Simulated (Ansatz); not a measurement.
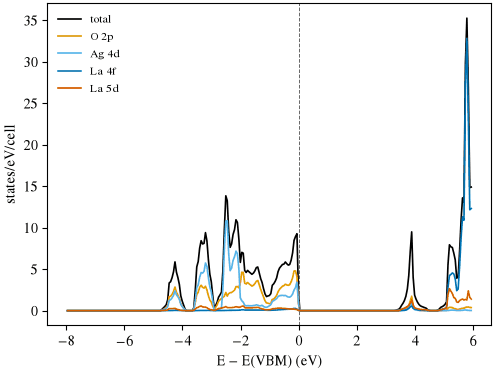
Figure: Total and projected density of states of LaAgO2 in space group R-3m (No. 166; La on 3b, Ag on 3a, O on 6c), the program Ansatz at the r²SCAN level (PAW)

Problem. Which orbitals carry the states next to the gap?

Solution. Top 1 eV of the valence band: O 2p 52 %, Ag 4d 33 %, Ag 5s 6 %. Bottom 1 eV of the conduction band: La 5d 17 %, Ag 5s 17 %, O 2p 15 %, La 6s 8 %, Ag 4d 8 %, La 4f 7 %, outside the projected shells 24 %. Projections are on Löwdin-orthogonalised atomic valence shells; empty p or d shells of many metals are not among them.

Problem. Where is the tallest occupied peak in this window, and what makes it?

Solution. Near -2.5 eV, about 14 states/eV per cell; the largest projected share is Ag 4d.

The first step of the workflow began from a Materials Project structure, measured or hypothetical; the Crystallography Open Database copy checked does not list it. Whether it is the stable phase at ambient conditions was not checked. The cell was relaxed with r²SCAN under the symmetry of its start; whether a distortion lowers the energy is not shown. The run is not spin-polarised. Spin–orbit coupling is left out wherever it is not named.

Potentials: the later of the program's two PAW sets.
